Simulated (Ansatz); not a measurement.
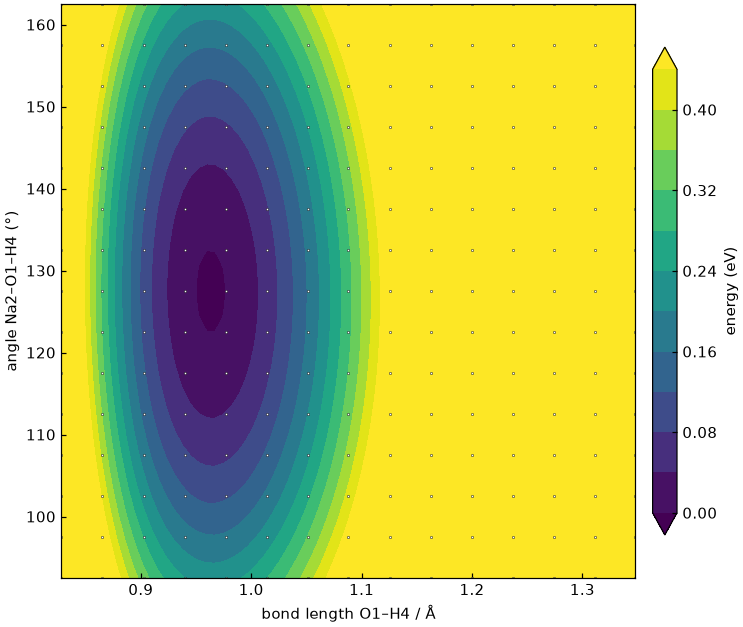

H2NaO, SMILES [OH2+][Na], charge +1. Coordinates scanned: (1) bond length O1–H4; (2) angle Na2–O1–H4. Nothing is relaxed (all other coordinates rigid). Grid: 15 × 15 points. Points are written as (first, second). Energies are in eV, from the lowest grid point. All numbers below come from RKS PBE0-D4/def2-TZVP (Ansatz).

In the figure: filled contours, dots at the grid points, one colour for all values above the top of the scale. Between grid points the surface is interpolated.

Question: Estimate the position of the minimum and the force constants in these coordinates.

Answer: The interpolated minimum is at bond length O1–H4 ≈ 0.963 Å, angle Na2–O1–H4 ≈ 127.5°. The curvatures there are about 52 eV/Å² and 1.2 eV/rad², with a cross term of about 0 eV/(Å·rad). Round the minimum the two coordinates are nearly uncoupled.
